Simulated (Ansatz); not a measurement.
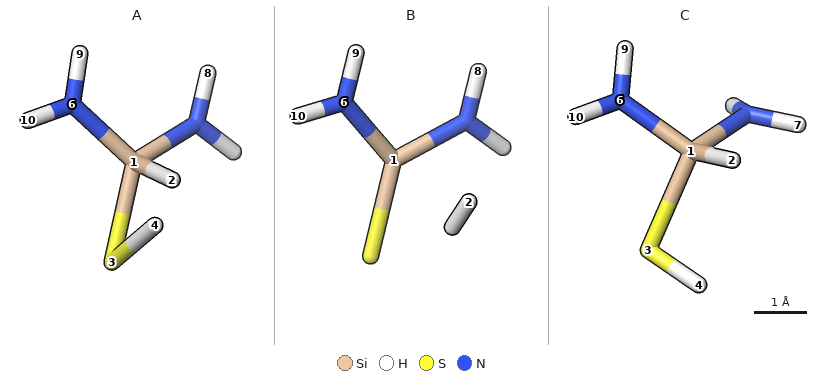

Three geometries of SiN₂H₆S: a saddle point and the two minima that it joins, in shuffled order. Style: stick. Shown at a tilt. Sticks join atoms that are closer than about 1.2 times the sum of their covalent radii (a little more with hydrogen).

Stationary points at PBE0-D4/def2-TZVP, single-point energies with CCSD(T)/CBS, RPA@PBE, B3LYP-D4, PBE-QIDH, BLYP-D4, r2SCAN-D4 (def2-TZVPP where no basis is named; Ansatz 0.2.0). The energies are electronic, without zero-point or thermal terms, and both ends are the minima reached downhill from the saddle, with any fragments still in contact. CCSD(T)/CBS stands for a frozen-core estimate: MP2 correlation extrapolated from def2-TZVPP and def2-QZVPP, CCSD(T) minus MP2 from the smaller set.

Q: Which frame is the transition state, what reaction does it lead through, and what barrier is to be expected?

A: Frame A is the saddle point. Counted by bonded pieces, C holds SiH₆SN₂ and B holds H₂ + SiH₄SN₂. From C over the saddle to B, a bond forms: H–H (2.73 → 1.02 → 0.75 Å). Bonds break: H–Si (1.49 → 1.71 → 3.43 Å), H–S (1.34 → 1.75 → 3.30 Å). The saddle has one imaginary mode, 1172i cm⁻¹. With CCSD(T)/CBS the barrier is 1.91 eV from C and 1.15 eV from B, and B lies 0.76 eV above C.

```
      level  barrier from C (eV)  barrier from B (eV)  B less C (eV)
CCSD(T)/CBS                 1.91                 1.15           0.76
    RPA@PBE                 1.99                 1.21           0.78
   B3LYP-D4                 1.86                 1.17           0.69
   PBE-QIDH                 1.87                 1.04           0.83
    BLYP-D4                 1.74                 1.15           0.59
  r2SCAN-D4                 1.67                 0.95           0.72
```

Against CCSD(T)/CBS, PBE-QIDH comes closest on the barrier from C (−0.03 eV) and r2SCAN-D4 misses most (−0.24 eV).
